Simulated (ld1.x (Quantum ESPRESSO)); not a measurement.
**Kr: pseudopotential generation (part 2 of 2)**

The same run, continued: krypton (Kr, Z = 36), core [Ar], reference valence 3d10 4s2 4p6, valence charge 18. Method: TM potential, LDA (PZ), scalar-relativistic, made with ld1.x (Quantum ESPRESSO) 7.5.

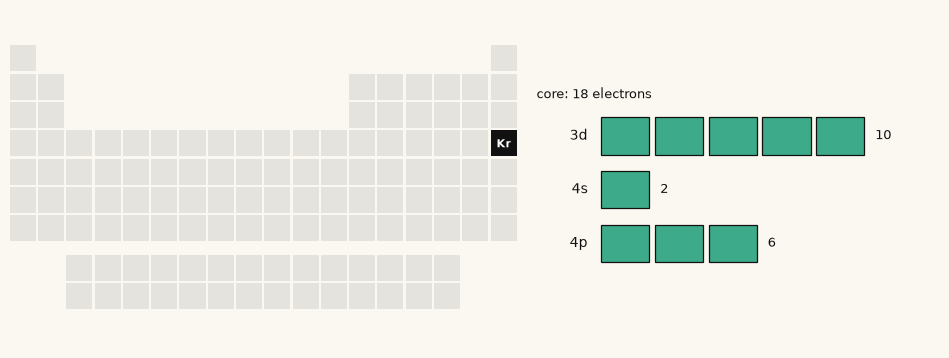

Left, the place of krypton in the periodic table; right, the valence shells of the reference configuration: a box for each of the 2l + 1 orbitals, shaded by the share of the shell that is filled, with the electron count at the right.

### Output of the test run (extracts), continued
```
     ---------------------- Testing the pseudopotential ----------------------

     Kr
     scalar relativistic calculation

     atomic number is 36.00   valence charge is 18.00
     dft =PZ   lsd =0 sic =0 latt =0  beta=0.20 tr2=1.0E-14
     mesh =1217 r(mesh) = 101.13751 xmin = -7.00 dx = 0.01250

     n l     nl             e AE (Ry)        e PS (Ry)    De AE-PS (Ry)
     3 2     3D   1(10.00)       -6.42600       -6.42145       -0.00455
     1 0     4S   1( 2.00)       -2.09635       -2.09580       -0.00054
     2 1     4P   1( 5.50)       -1.05731       -1.05704       -0.00027

     eps = 3.6E-15  iter = 21

     Etot =   -5573.246176 Ry,   -2786.623088 Ha,  -75827.877169 eV
     Etotps =  -349.158160 Ry,    -174.579080 Ha,   -4750.538779 eV
     dEtot_ae =       0.435783 Ry
     dEtot_ps =       0.435804 Ry,   Delta E=      -0.000021 Ry

     Ekin =     417.004588 Ry,     208.502294 Ha,    5673.636458 eV
     Encl =   -1031.086602 Ry,    -515.543301 Ha,  -14028.647893 eV
     Ehrt =     285.334264 Ry,     142.667132 Ha,    3882.170430 eV
     Ecxc =     -32.798340 Ry,     -16.399170 Ha,    -446.244149 eV
     Epseu=      12.387930 Ry,       6.193965 Ha,     168.546376 eV

     ---------------------- End of pseudopotential test ----------------------

     ---------------------- Testing the pseudopotential ----------------------

     Kr
     scalar relativistic calculation

     atomic number is 36.00   valence charge is 18.00
     dft =PZ   lsd =1 sic =0 latt =0  beta=0.20 tr2=1.0E-14
     mesh =1217 r(mesh) = 101.13751 xmin = -7.00 dx = 0.01250

     n l     nl             e AE (Ry)        e PS (Ry)    De AE-PS (Ry)
     3 2     3D   1( 5.00)       -6.88340       -6.87217       -0.01123  !
     1 0     4S   1( 1.00)       -2.53612       -2.53589       -0.00023
     2 1     4P   1( 3.00)       -1.47225       -1.47238        0.00013
     3 2     3D   2( 5.00)       -6.87257       -6.86217       -0.01040  !
     1 0     4S   2( 1.00)       -2.48092       -2.47831       -0.00261
     2 1     4P   2( 2.00)       -1.42019       -1.41843       -0.00176

     eps = 1.0E-15  iter = 23

     Etot =   -5572.633909 Ry,   -2786.316955 Ha,  -75819.546853 eV
     Etotps =  -348.546481 Ry,    -174.273241 Ha,   -4742.216464 eV
     dEtot_ae =       1.048050 Ry
     dEtot_ps =       1.047483 Ry,   Delta E=       0.000567 Ry

     Ekin =     416.738492 Ry,     208.369246 Ha,    5670.016040 eV
     Encl =   -1023.144537 Ry,    -511.572268 Ha,  -13920.590586 eV
     Ehrt =     277.895740 Ry,     138.947870 Ha,    3780.964159 eV
     Ecxc =     -32.445679 Ry,     -16.222839 Ha,    -441.445951 eV
     Epseu=      12.409502 Ry,       6.204751 Ha,     168.839874 eV

     ---------------------- End of pseudopotential test ----------------------

     ---------------------- Testing the pseudopotential ----------------------

     Kr
     scalar relativistic calculation

     atomic number is 36.00   valence charge is 18.00
     dft =PZ   lsd =1 sic =0 latt =0  beta=0.20 tr2=1.0E-14
     mesh =1217 r(mesh) = 101.13751 xmin = -7.00 dx = 0.01250

     n l     nl             e AE (Ry)        e PS (Ry)    De AE-PS (Ry)
     3 2     3D   1( 5.00)       -7.87947       -7.85030       -0.02917  !
     1 0     4S   1( 1.00)       -3.45477       -3.45331       -0.00146
     2 1     4P   1( 3.00)       -2.34194       -2.34153       -0.00040
     3 2     3D   2( 5.00)       -7.85537       -7.82781       -0.02756  !
     1 0     4S   2( 1.00)       -3.32950       -3.32261       -0.00689  !
     2 1     4P   2( 1.00)       -2.22124       -2.21614       -0.00510  !

     eps = 8.9E-15  iter = 24

     Etot =   -5570.818451 Ry,   -2785.409225 Ha,  -75794.846288 eV
     Etotps =  -346.733951 Ry,    -173.366976 Ha,   -4717.555733 eV
     dEtot_ae =       2.863508 Ry
     dEtot_ps =       2.860013 Ry,   Delta E=       0.003495 Ry

     Ekin =     416.068909 Ry,     208.034455 Ha,    5660.905895 eV
     Encl =   -1005.873412 Ry,    -502.936706 Ha,  -13685.604970 eV
     Ehrt =     262.392617 Ry,     131.196309 Ha,    3570.033428 eV
     Ecxc =     -31.702474 Ry,     -15.851237 Ha,    -431.334136 eV
     Epseu=      12.380409 Ry,       6.190205 Ha,     168.444049 eV

     ---------------------- End of pseudopotential test ----------------------
```

### Summary

- outcome: generated, with a ghost state
- cutoffs needed: over 300 Ry and over 300 Ry (the cutoffs, on a coarse ladder, from which the occupation-weighted sum of valence levels, in a spherical-Bessel basis at the reference potential, stays within 10 and 1 mRy of its value at 400 Ry); ghost states and empty shells don't enter this sum
- ghost test: ghost states below the valence levels: s at -587.1 eV, p at -377.7 eV (spherical-Bessel basis up to 400 Ry, 20 bohr box)
- largest excitation error: -457 meV (all-electron minus pseudo) for 3d9 4s2 4p6, out of 7 test configurations
- clearest signs, in the scattering phases, of states that the all-electron atom lacks: s near 3.9 Ry
- range over which the phases arctan(r u′/u) at the test radius agree within 0.05 rad (a looser test near the poles than one of phase shifts): s: up to about 1.5 Ry; p: over the whole range computed; d: up to about 0.9 Ry
- hardware: 1 CPU thread, shared host
- wall time: 1.9 s

### Remarks

The potential has a bound ghost state, so it can't be used as it stands. An excitation error of 457 meV in its own tests makes this a poorly transferable potential.
